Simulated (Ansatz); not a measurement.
**CH5FSi: molecular dynamics**

Purpose: to follow the molecule's vibrations and see whether its bonds hold. The start is relaxed first. Runs: 300 steps of 0.25 fs at constant energy, with velocities drawn for 700 K. SMILES of the start: C[SiH2]F.

All numbers below are computed with Ansatz 0.2.0 (RHF/def2-SVP).

### Step 1. The starting structure

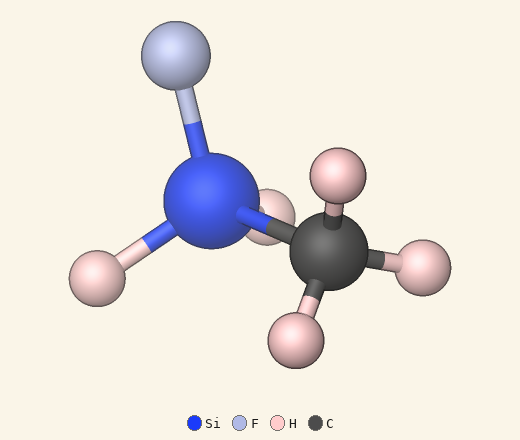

Start, viewed from a free direction; silicon blue, fluorine light blue, hydrogen pink, carbon dark grey.

Structure file:

```xyz
8

Si    0.0000    0.0000    0.0000
F     0.0000    0.0000    1.5900
H     1.3768    0.0000   -0.4862
H    -0.6877    1.1914   -0.4862
C    -0.8808   -1.5259   -0.6227
H    -1.3804   -2.0377    0.2261
H    -1.6409   -1.2332   -1.3768
H    -0.1449   -2.2146   -1.0879
```

### Step 2. Preparing the start

Input file input.yaml:

```yaml
crystal:
  periodic: [false, false, false]
  atoms:
    - { symbol: Si, position_ang: [0.0, 0.0, 0.0] }
    - { symbol: F, position_ang: [0.0, 0.0, 1.59] }
    - { symbol: H, position_ang: [1.3768, 0.0, -0.4862] }
    - { symbol: H, position_ang: [-0.6877, 1.1914, -0.4862] }
    - { symbol: C, position_ang: [-0.8808, -1.5259, -0.6227] }
    - { symbol: H, position_ang: [-1.3804, -2.0377, 0.2261] }
    - { symbol: H, position_ang: [-1.6409, -1.2332, -1.3768] }
    - { symbol: H, position_ang: [-0.1449, -2.2146, -1.0879] }
basis:
  gaussian: { orbitals: def2-SVP }
hamiltonian:
  xc: hf
relax:
  f_tol: 0.02
  max_steps: 40
```

Run with:

```bash
ansatz run input.yaml --threads 1 --pin off --max-ram 2048MiB --backend cpu --events-out ev --progress --plain --runs-dir out
```

Log, shortened:

```text
Warning: RAYON_NUM_THREADS=1 ignored (pool sized by the plan → 1); use --threads N
[...]
Functional definition: HF
[...]
742 factors; integrals over basis functions are off by at most 5.5e-4 eV
[...]
mean field -11673.98114245 eV, -429.0108940764 hartree, gradient 1.9e-5 eV, S^2 0.000000; 0 other end points of the search recorded, 0 dependent functions left out
[...]
reference -11673.98114245 eV, -429.0108940764 hartree; 17, 17 occupied and 54, 54 virtual orbitals, 742 factors
relax step   1: F+E_penalty+E_count = -11673.98114245 eV  Δ(F+E_penalty+E_count) = +0.000e0 eV  max|allowed force component| = 1.057e0 eV/Å  Δτ_max = 0.0000 Å  (30 SCF iters, accepted)
[...]
relax step   3: F+E_penalty+E_count = -11674.04832003 eV  Δ(F+E_penalty+E_count) = -8.766e-3 eV  max|allowed force component| = 1.764e-1 eV/Å  Δτ_max = 0.0303 Å  (30 SCF iters, accepted)
[...]
relax step   5: F+E_penalty+E_count = -11674.02402758 eV  Δ(F+E_penalty+E_count) = +4.344e-2 eV  max|allowed force component| = 9.216e-1 eV/Å  Δτ_max = 0.1951 Å  (29 SCF iters, rejected (line search))
[...]
relax step   7: F+E_penalty+E_count = -11674.09630324 eV  Δ(F+E_penalty+E_count) = -1.452e-2 eV  max|allowed force component| = 5.576e-2 eV/Å  Δτ_max = 0.1000 Å  (29 SCF iters, accepted)
[...]
relax step   9: F+E_penalty+E_count = -11674.10438852 eV  Δ(F+E_penalty+E_count) = -6.887e-3 eV  max|allowed force component| = 1.102e-1 eV/Å  Δτ_max = 0.0240 Å  (29 SCF iters, accepted)
[...]
relax step  10: F+E_penalty+E_count = -11674.10547265 eV  Δ(F+E_penalty+E_count) = -1.084e-3 eV  max|allowed force component| = 2.474e-2 eV/Å  Δτ_max = 0.0142 Å  (24 SCF iters, accepted)
[...]
relax step  11: F+E_penalty+E_count = -11674.10560593 eV  Δ(F+E_penalty+E_count) = -1.333e-4 eV  max|allowed force component| = 3.924e-3 eV/Å  Δτ_max = 0.0033 Å  (24 SCF iters, accepted)
742 factors; integrals over basis functions are off by at most 4.3e-4 eV
mean field -11674.10560593 eV, -429.0154680249 hartree, gradient 1.4e-5 eV, S^2 0.000000; 1 other end points of the search recorded, 0 dependent functions left out
[...]
reference -11674.10560593 eV, -429.0154680249 hartree; 17, 17 occupied and 54, 54 virtual orbitals, 742 factors
Total energy: -11674.10560593 eV, -429.0154680249 hartree
Atom 0 at    -0.008488     0.004482    -0.024145 Å, force     0.000902    -0.000603     0.003924 eV/Å
Atom 1 at     0.391974    -0.198031     1.528763 Å, force    -0.001047    -0.000481    -0.002549 eV/Å
Atom 2 at     1.242078     0.242449    -0.772060 Å, force    -0.000262     0.000255    -0.000905 eV/Å
Atom 3 at    -0.875563     1.196983    -0.101588 Å, force    -0.000077     0.000738    -0.000600 eV/Å
Atom 4 at    -0.889497    -1.528463    -0.623518 Å, force    -0.000057     0.000384    -0.000559 eV/Å
Atom 5 at    -1.796545    -1.709324    -0.042857 Å, force     0.000232     0.000087     0.000184 eV/Å
Atom 6 at    -1.174487    -1.420757    -1.673284 Å, force     0.000179    -0.000103     0.000178 eV/Å
Atom 7 at    -0.247371    -2.407340    -0.535010 Å, force     0.000130    -0.000277     0.000327 eV/Å
Dipole moment:    -0.154733    -0.084567    -0.368295 e Å
```

Run time: 12 s. Hardware: 1 thread of Arm Neoverse V2, shared host; peak memory 0.12 GiB.

Relaxation path:

```tsv
step	energy from step 1 (eV)	largest force component (eV/Å)
1	0.0000	1.0574
2	-0.0584	0.5844
3	-0.0672	0.1764
4	-0.0863	0.3989
5x	-0.0429	0.9216
6	-0.1006	0.1559
7	-0.1152	0.0558
8	-0.1164	0.3959
9	-0.1232	0.1102
10	-0.1243	0.0247
11	-0.1245	0.0039
```

Step 1 is the start. 1 step was tried and not accepted (5; marked x where the table lists them).

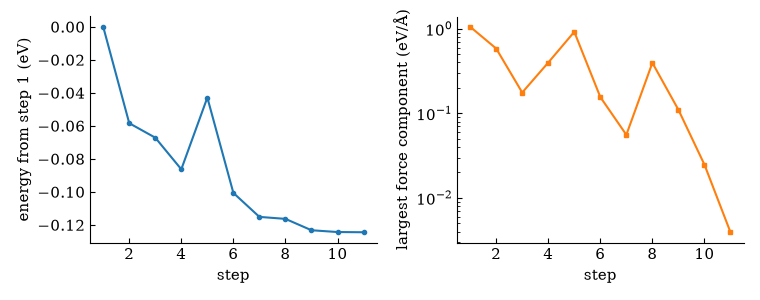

Energy and largest force along the relaxation.

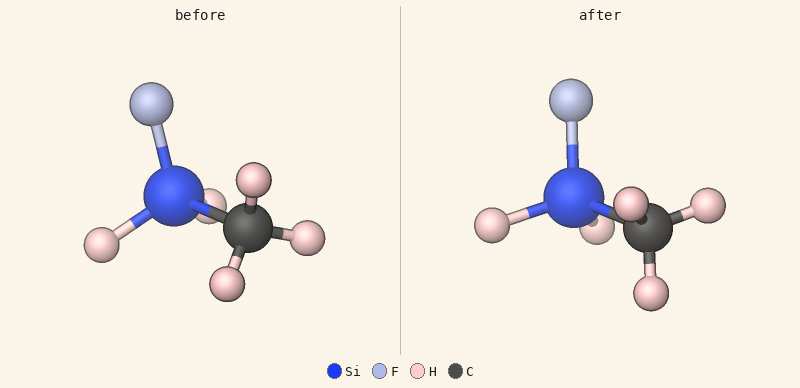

The structure before (left) and after (right), drawn at the same scale.

After: Bond lengths: Si1–F2 1.616 Å, Si1–H3 1.476 Å, Si1–H4 1.476 Å, Si1–C5 1.867 Å, C5–H6 1.092 Å, C5–H7 1.093 Å, C5–H8 1.092 Å. Angles: F2–Si1–H3 107.3°, F2–Si1–H4 107.3°, F2–Si1–C5 108.8°, H3–Si1–H4 109.9°, H3–Si1–C5 111.7°, H4–Si1–C5 111.7°, Si1–C5–H6 110.9°, Si1–C5–H7 110.5°, Si1–C5–H8 110.9°, H6–C5–H7 108.1°, H6–C5–H8 108.2°, H7–C5–H8 108.1°.

### Step 3. Dynamics

300 steps of 0.25 fs at constant energy, with velocities drawn for 700 K, from the relaxed start.

Input file input.yaml:

```yaml
crystal:
  periodic: [false, false, false]
  atoms:
    - { symbol: Si, position_ang: [-0.008488, 0.004482, -0.024145] }
    - { symbol: F, position_ang: [0.391974, -0.198031, 1.528763] }
    - { symbol: H, position_ang: [1.242078, 0.242449, -0.77206] }
    - { symbol: H, position_ang: [-0.875563, 1.196983, -0.101588] }
    - { symbol: C, position_ang: [-0.889497, -1.528463, -0.623518] }
    - { symbol: H, position_ang: [-1.796545, -1.709324, -0.042857] }
    - { symbol: H, position_ang: [-1.174487, -1.420757, -1.673284] }
    - { symbol: H, position_ang: [-0.247371, -2.40734, -0.53501] }
basis:
  gaussian: { orbitals: def2-SVP }
hamiltonian:
  xc: hf
md:
  timestep: 0.25
  n_steps: 300
  ensemble: nve
  temperature: 700.0
  initial_velocities: maxwell_boltzmann
  seed: 509606
```

Run with:

```bash
ansatz run input.yaml --threads 1 --pin off --max-ram 2048MiB --backend cpu --events-out ev --progress --plain --runs-dir out
```

Log, shortened:

```text
Warning: RAYON_NUM_THREADS=1 ignored (pool sized by the plan → 1); use --threads N
[...]
[... 1 set-up line as earlier in the session ...]
[...]
744 factors; integrals over basis functions are off by at most 3.4e-4 eV
[...]
mean field -11674.10560569 eV, -429.0154680162 hartree, gradient 2.0e-5 eV, S^2 0.000000; 0 other end points of the search recorded, 0 dependent functions left out
[...]
reference -11674.10560569 eV, -429.0154680162 hartree; 17, 17 occupied and 54, 54 virtual orbitals, 744 factors
md step     0: t =     0.00 fs  T =   700.0 K  F+E_penalty+E_count = -11674.10560569 eV  E_kin = 0.542892 eV  conserved = -11673.56271370 eV  (30 SCF iters)
[...]
md step    20: t =     5.00 fs  T =   311.5 K  F+E_penalty+E_count = -11673.80386178 eV  E_kin = 0.241606 eV  conserved = -11673.56225577 eV  (23 SCF iters)
[...]
md step    40: t =    10.00 fs  T =   433.7 K  F+E_penalty+E_count = -11673.89885001 eV  E_kin = 0.336335 eV  conserved = -11673.56251467 eV  (22 SCF iters)
[...]
md step    60: t =    15.00 fs  T =   321.2 K  F+E_penalty+E_count = -11673.81137051 eV  E_kin = 0.249112 eV  conserved = -11673.56225899 eV  (24 SCF iters)
[...]
md step    80: t =    20.00 fs  T =   498.5 K  F+E_penalty+E_count = -11673.94910005 eV  E_kin = 0.386584 eV  conserved = -11673.56251602 eV  (31 SCF iters)
md step    81: t =    20.25 fs  T =   533.9 K  F+E_penalty+E_count = -11673.97670388 eV  E_kin = 0.414078 eV  conserved = -11673.56262574 eV  (31 SCF iters)
```

### Step 4. The log goes on: dynamics from the start

The log, continued, shortened:

```text
md step    82: t =    20.50 fs  T =   560.9 K  F+E_penalty+E_count = -11673.99772230 eV  E_kin = 0.435027 eV  conserved = -11673.56269510 eV  (31 SCF iters)
[...]
md step   108: t =    27.00 fs  T =   309.6 K  F+E_penalty+E_count = -11673.80250963 eV  E_kin = 0.240098 eV  conserved = -11673.56241139 eV  (24 SCF iters)
[...]
md step   134: t =    33.50 fs  T =   321.7 K  F+E_penalty+E_count = -11673.81164245 eV  E_kin = 0.249512 eV  conserved = -11673.56213030 eV  (23 SCF iters)
[...]
md step   160: t =    40.00 fs  T =   277.3 K  F+E_penalty+E_count = -11673.77693414 eV  E_kin = 0.215051 eV  conserved = -11673.56188313 eV  (23 SCF iters)
[...]
md step   184: t =    46.00 fs  T =   261.9 K  F+E_penalty+E_count = -11673.76509893 eV  E_kin = 0.203150 eV  conserved = -11673.56194843 eV  (23 SCF iters)
md step   185: t =    46.25 fs  T =   268.8 K  F+E_penalty+E_count = -11673.77045186 eV  E_kin = 0.208461 eV  conserved = -11673.56199102 eV  (23 SCF iters)
```

### Step 5. More of the same log: dynamics from the start

The log, continued, shortened:

```text
md step   186: t =    46.50 fs  T =   279.5 K  F+E_penalty+E_count = -11673.77885428 eV  E_kin = 0.216804 eV  conserved = -11673.56205016 eV  (23 SCF iters)
[...]
md step   207: t =    51.75 fs  T =   335.8 K  F+E_penalty+E_count = -11673.82270537 eV  E_kin = 0.260418 eV  conserved = -11673.56228782 eV  (23 SCF iters)
[...]
md step   228: t =    57.00 fs  T =   328.0 K  F+E_penalty+E_count = -11673.81658664 eV  E_kin = 0.254419 eV  conserved = -11673.56216808 eV  (23 SCF iters)
[...]
md step   249: t =    62.25 fs  T =   468.1 K  F+E_penalty+E_count = -11673.92543128 eV  E_kin = 0.363076 eV  conserved = -11673.56235559 eV  (31 SCF iters)
[...]
md step   299: t =    74.75 fs  T =   370.2 K  F+E_penalty+E_count = -11673.84943991 eV  E_kin = 0.287111 eV  conserved = -11673.56232868 eV  (23 SCF iters)
[...]
md step   300: t =    75.00 fs  T =   367.5 K  F+E_penalty+E_count = -11673.84730674 eV  E_kin = 0.284981 eV  conserved = -11673.56232579 eV  (31 SCF iters)
Total energy: -11673.84730674 eV, -429.0059757047 hartree
Atom 0 at    -0.024610    -0.017900    -0.014824 Å, force     1.153668    -0.242332     0.192884 eV/Å
Atom 1 at     0.434616    -0.177759     1.532977 Å, force    -0.578158    -0.150431    -0.000586 eV/Å
Atom 2 at     1.273643     0.362716    -0.607134 Å, force    -0.107693    -0.237735    -0.477514 eV/Å
Atom 3 at    -0.952272     1.036307    -0.196235 Å, force    -0.771061     1.308944     0.168659 eV/Å
Atom 4 at    -0.912683    -1.517894    -0.654980 Å, force     0.305158    -0.623908     1.484374 eV/Å
Atom 5 at    -1.952445    -1.488917    -0.228457 Å, force     1.075507    -0.447198    -0.304458 eV/Å
Atom 6 at    -0.987719    -1.481978    -1.726662 Å, force    -0.001151    -0.094512    -0.633508 eV/Å
Atom 7 at    -0.311351    -2.410530    -0.330537 Å, force    -1.076270     0.487170    -0.429851 eV/Å
Dipole moment:    -0.189914    -0.107668    -0.373549 e Å
```

Run time: 3.5 min. Hardware: 1 thread of Arm Neoverse V2, shared host; peak memory 0.11 GiB.

### Step 6. Frames and traces

The trajectory, every 22 steps (energies from step 0):

```tsv
time (fs)	T (K)	potential energy change (meV/atom)	total energy change (meV/atom)
0.0	700	0.0	0.00
5.5	323	36.6	0.04
11.0	442	25.1	0.03
16.5	306	38.3	0.05
22.0	517	17.7	0.04
27.5	291	39.7	0.05
33.0	341	34.9	0.07
38.5	285	40.3	0.07
44.0	374	31.6	0.07
49.5	298	39.0	0.08
55.0	311	37.8	0.08
60.5	331	35.9	0.09
66.0	341	34.9	0.09
71.5	325	36.4	0.07
75.0	367	32.3	0.05
```

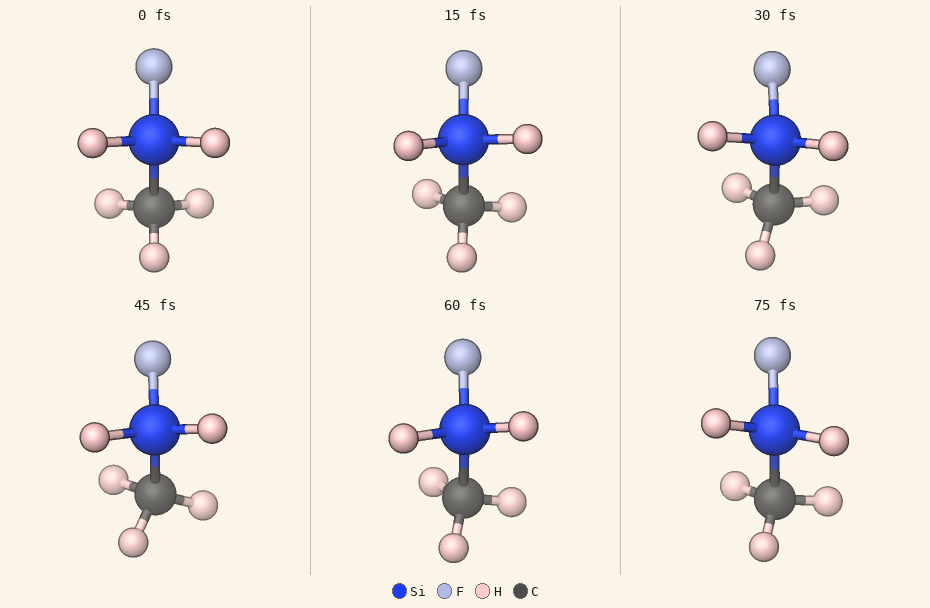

Six frames of the run, seen from a free direction. Sticks join atoms within a bonding distance in each frame.

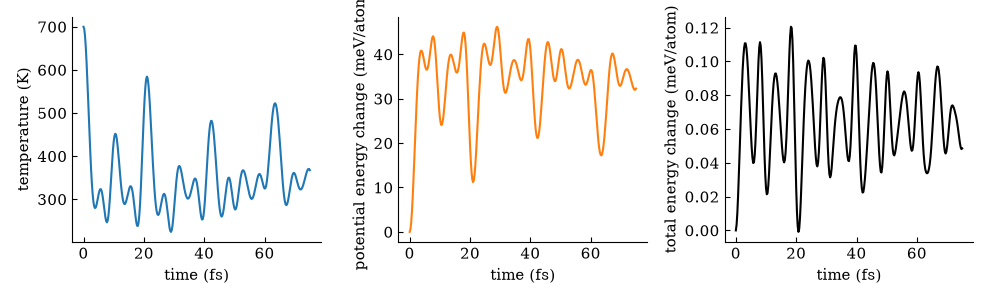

Traces against time; each panel has its own scale.

### Step 7. Positions and forces

Positions (Å) and forces (eV/Å):

```xyz
8
time_fs=9.5 T=389 dE=0.2413
Si    0.018    0.025   -0.037   -2.219    0.614    0.291
F     0.371   -0.225    1.523    0.605    0.048   -0.177
H     1.153    0.433   -0.893    0.152   -0.341    0.311
H    -0.958    1.231    0.025    0.792   -0.922   -0.252
C    -0.909   -1.555   -0.588    1.700    1.931   -1.296
H    -1.839   -1.640   -0.089   -0.954   -0.328    0.603
H    -1.050   -1.485   -1.671   -0.367   -0.005    0.031
H    -0.254   -2.385   -0.453    0.291   -0.997    0.489
8
time_fs=18.8 T=291 dE=0.3183
Si    0.001    0.041   -0.040    0.311   -1.452    0.259
F     0.373   -0.248    1.510    0.325    0.186   -0.049
H     1.212    0.380   -0.819   -0.003   -0.113    0.144
H    -0.894    1.141   -0.023   -0.776    1.078   -0.136
C    -0.865   -1.534   -0.581   -0.258    1.526   -1.748
H    -1.791   -1.637   -0.111   -2.010    0.593    1.135
H    -1.142   -1.577   -1.652    0.677   -0.138    0.335
H    -0.433   -2.416   -0.234    1.734   -1.681    0.060
8
time_fs=28.0 T=261 dE=0.3408
Si   -0.025    0.041   -0.036    0.913   -0.137   -0.349
F     0.388   -0.264    1.496   -0.350    0.312    0.376
H     1.288    0.262   -0.661    0.004    0.277   -0.331
H    -0.912    1.229   -0.159    0.174   -0.201    0.196
C    -0.864   -1.523   -0.569    1.197    1.001   -2.401
H    -1.775   -1.367   -0.071   -1.796   -0.934    0.610
H    -0.968   -1.716   -1.665   -0.410    0.701    0.800
H    -0.267   -2.341   -0.259    0.268   -1.020    1.100
8
time_fs=37.5 T=340 dE=0.2796
Si   -0.023    0.034   -0.038   -0.007    1.529    0.030
F     0.391   -0.266    1.495   -0.198    0.333    0.278
H     1.282    0.291   -0.700   -0.266   -0.116   -0.162
H    -0.883    1.311   -0.179    0.623   -0.984    0.318
C    -0.861   -1.505   -0.567   -1.081   -0.433   -1.045
H    -1.862   -1.663   -0.163   -0.189    0.575    0.122
H    -0.986   -1.592   -1.686    0.663   -0.367    1.270
H    -0.300   -2.277   -0.045    0.455   -0.536   -0.811
8
time_fs=47.0 T=308 dE=0.3047
Si   -0.011    0.044   -0.036    0.169   -1.425    0.251
F     0.386   -0.253    1.506    0.395    0.268   -0.037
H     1.172    0.262   -0.901    0.077   -0.099    0.269
H    -0.787    1.229   -0.015   -0.796    1.080   -0.088
C    -0.898   -1.520   -0.559    0.915   -1.504   -1.925
H    -1.950   -1.700   -0.243    0.881    0.219   -0.216
H    -0.771   -1.671   -1.684   -0.868    0.690    1.163
H    -0.240   -2.388   -0.276   -0.774    0.771    0.582
8
time_fs=56.2 T=306 dE=0.3062
Si   -0.010    0.038   -0.026   -0.953   -0.825    0.118
F     0.396   -0.229    1.516    0.425    0.038   -0.033
H     1.143    0.195   -0.920    0.350    0.278    0.196
H    -0.834    1.276    0.063    0.105   -0.264   -0.363
C    -0.887   -1.563   -0.610   -0.704    0.473    0.550
H    -1.964   -1.577   -0.251    1.361   -0.179   -0.266
H    -0.945   -1.508   -1.734    0.385   -0.746    1.118
H    -0.316   -2.444   -0.137   -0.968    1.224   -1.321
8
time_fs=65.5 T=388 dE=0.2426
Si   -0.025    0.007   -0.017    0.417    1.060   -0.367
F     0.421   -0.202    1.524   -0.331   -0.048   -0.041
H     1.255    0.288   -0.730   -0.316   -0.066    0.013
H    -0.913    1.263   -0.101    0.540   -1.031    0.126
C    -0.883   -1.520   -0.641   -1.356   -2.456    1.067
H    -1.929   -1.544   -0.183    1.233    0.133   -0.771
H    -0.987   -1.678   -1.724    0.009    0.663    0.181
H    -0.443   -2.524   -0.295   -0.195    1.746   -0.207
8
time_fs=75.0 T=367 dE=0.2583
Si   -0.025   -0.018   -0.015    1.154   -0.242    0.193
F     0.435   -0.178    1.533   -0.578   -0.150   -0.001
H     1.274    0.363   -0.607   -0.108   -0.238   -0.477
H    -0.952    1.036   -0.196   -0.771    1.309    0.169
C    -0.913   -1.518   -0.655    0.305   -0.624    1.484
H    -1.952   -1.489   -0.229    1.075   -0.447   -0.304
H    -0.988   -1.482   -1.727   -0.001   -0.095   -0.633
H    -0.311   -2.410   -0.331   -1.076    0.487   -0.430
```

### Step 8. Results

```
                          quantity                          value
           relaxation of the start        9 moves, 0.124 eV lower
                            length           300 steps of 0.25 fs
  temperature, first and last step                  700 and 367 K
          temperature, second half  mean 350 K, from 253 to 523 K
     potential energy, second half    +34 meV/atom from the start
largest change of the total energy                  0.12 meV/atom
            bonds formed or broken                              0
```

What this shows: The temperature starts at 700 K and averages 350 K in the second half, where it ranges from 253 to 523 K; a mean near half the start is what vibrations about a minimum give, since they share energy equally between motion and strain. The total energy strays from its start by at most 0.12 meV/atom, 0.4 % of the mean kinetic energy, which is good for a step of 0.25 fs. No bond forms or breaks. A run of 75 fs with 8 atoms shows the motion but fixes no equilibrium value. The nuclei move classically, without zero-point motion, which matters most for hydrogen.
